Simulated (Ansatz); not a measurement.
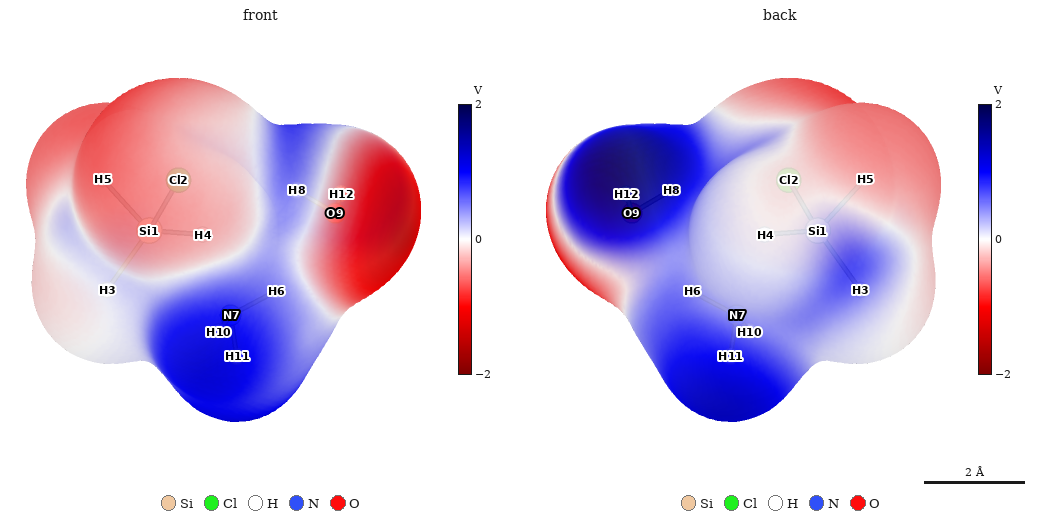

ClH3Si···NH3···H2O. The molecular electrostatic potential painted on the density surface at 0.001 e/bohr³, seen from the front and from behind; red is negative and blue positive.

Method: Ansatz 0.2.0, RKS B3LYP-D4/def2-SVP.

```yaml
atoms:
  - { symbol: Si, position_ang: [0.2331, 0.1203, -1.6355] }
  - { symbol: Cl, position_ang: [1.6228, -1.0745, -0.5535] }
  - { symbol: H, position_ang: [0.6586, 1.5219, -1.8672] }
  - { symbol: H, position_ang: [-1.1867, -0.1272, -1.2748] }
  - { symbol: H, position_ang: [0.3854, -0.5383, -2.9780] }
  - { symbol: H, position_ang: [-0.3188, 0.4203, 1.2912] }
  - { symbol: N, position_ang: [-0.0092, 1.1720, 0.6604] }
  - { symbol: H, position_ang: [0.2318, -1.6493, 1.3021] }
  - { symbol: O, position_ang: [-0.5191, -1.4625, 1.8923] }
  - { symbol: H, position_ang: [0.8678, 1.5385, 1.0341] }
  - { symbol: H, position_ang: [-0.6941, 1.9286, 0.7055] }
  - { symbol: H, position_ang: [-1.2716, -1.8500, 1.4232] }
```

Where is the surface potential most negative and most positive?

Answer. The most negative region (about −1.4 V, or −32 kcal/mol for a unit charge) lies over O9, the most positive (about +1.8 V, or +42 kcal/mol for a unit charge) over H12. O9 is the likeliest acceptor of a hydrogen bond.
